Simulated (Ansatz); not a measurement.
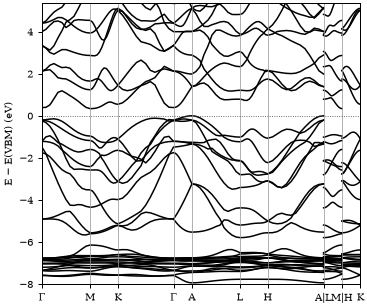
Fig. 1. Band structure from LDA in the plane-wave PAW code Ansatz

**Question.** Read off the gap and where the band edges lie.

**Answer.** About 0.3 eV (0.34 eV by a search for the band edges); maximum at A, minimum at M.

**Question.** Which of these materials gives this?
A) HgTe, P3_221 (Hg on 3a, Te on 3b)
B) ZnCdS2, P3m1 (Zn on 1a, Cd on 1b, S on 1b, S on 1a)
C) MgZnO2, P3m1 (Mg on 1b, Zn on 1c, O on 1b, O on 1c)
D) SnS2, CdI2 type

**Answer.** A, HgTe, P3_221 (Hg on 3a, Te on 3b)

The first step of the workflow began from a Materials Project structure, measured or hypothetical; the Crystallography Open Database copy checked does not list it. It is not the phase usual at ambient conditions (space group No. 216). The LDA relaxation kept the symmetry of its start; its stability against distortions is not shown here. Scalar-relativistic: spin–orbit coupling is off unless named, which matters more the heavier the elements.

Potentials: the later of the program's two PAW sets.
